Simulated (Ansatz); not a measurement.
## Computed map of one atom of the cell: SnO2 (rutile)

Relaxed SnO₂ (rutile):

```yaml
crystal:
  lattice:
    - [4.82756, 0.00000, 0.00000]
    - [0.00000, 4.82756, 0.00000]
    - [0.00000, 0.00000, 3.23791]
  atoms:
    - { symbol: Sn, position: [0.00000, 0.00000, 0.00000] }
    - { symbol: Sn, position: [0.50000, 0.50000, 0.50000] }
    - { symbol: O, position: [0.30660, 0.30660, 0.00000] }
    - { symbol: O, position: [0.80660, 0.19340, 0.50000] }
    - { symbol: O, position: [0.19340, 0.80660, 0.50000] }
    - { symbol: O, position: [0.69340, 0.69340, 0.00000] }
```

Two-dimensional scan of atom 5 (O, nearest neighbour Sn at 2.089 Å; its periodic images, 3.2 Å or more away, move with it): u runs along (0.707, 0.707, 0.000), v along (0.000, 0.000, 1.000) (Cartesian). Cell and other atoms are fixed.

Computed with PBE (plane waves to 420 eV, PAW, scalar-relativistic; Ansatz, a quantum-chemistry and plane-wave program). k mesh 6×6×8 (Γ-centred), Fermi-Dirac smearing 0.05 eV. Energies are smeared free energies. SnO2 was relaxed with its symmetry unable to fall. The PAW data are Ansatz's earlier set. The zero of ΔE is the undisplaced structure. Axes are in Å.

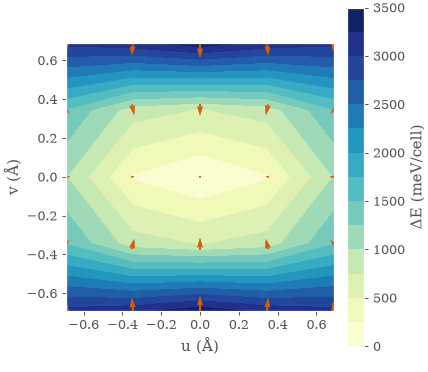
Figure: ΔE (meV/cell) over the plane, with arrows for the in-plane force on the moved atom.

Centre of the map: a minimum. Lowest place on the grid: u = 0.000 Å, v = 0.000 Å (0 meV/cell). Softest direction at the centre: along u. Highest place on the grid, met at several equal points: u = 0.000 Å, v = -0.690 Å; u = 0.000 Å, v = 0.690 Å (3397 meV/cell). Principal force constants in the plane (five-point differences of the forces): 3.6 and 11.8 eV/Å².

(For displaced atoms, the force is minus the slope of the energy, and its curvature is a force constant, which sets phonon frequencies.)
